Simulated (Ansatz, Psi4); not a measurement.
## SO2 (sulfur dioxide): a line through the functionals

The species is SO2 (3 atoms), meant as a singlet with charge 0. As SMILES, `O=S=O`. The shape is that of a PBE0-D4/def2-TZVP optimisation.

The electronic atomisation energy y, in eV, basis def2-TZVPP; a is the functional's share of exact exchange. Programs: Ansatz 0.2.0, Psi4 1.11.

| functional | program | a | y (eV) |
| --- | --- | --- | --- |
| PBE | Ansatz | 0 | 12.05 |
| TPSS | Psi4 | 0 | 11.07 |
| B3LYP | Psi4 | 0.2 | ? |
| r2SCAN0 | Ansatz | 0.25 | 10.29 |
| PBE0 | Psi4 | 0.25 | 10.89 |
| BHLYP | Psi4 | 0.5 | 9.40 |

**Question.** Fit y = c + s·a to the known rows and predict B3LYP.

**Answer.** 
1. Means of the 5 rows: a = 0.2000, y = 10.740.
2. Σ(Δa)² = 0.175, Σ(Δa·Δy) = -0.745, so the slope is -0.745/0.175 = -4.2571.
3. Intercept: 10.740 − (-4.2571) × 0.2000 = 11.591. The largest residual of the fit is 0.52.
4. B3LYP: 11.591 + (-4.2571) × 0.2 = 10.74 eV.

The run gave 10.81 eV, so the prediction is off by -0.07 eV, within the largest residual. The rows mix families of semi-local functionals, which the line can't see.

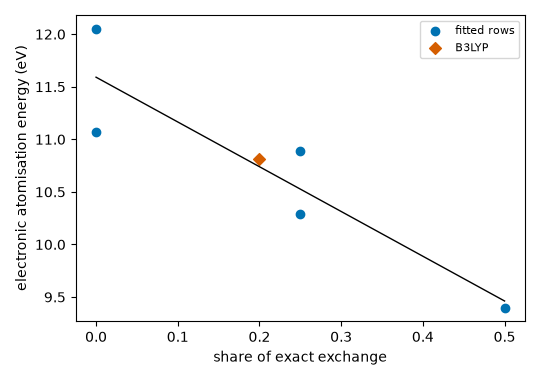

The fitted line, with the withheld row.
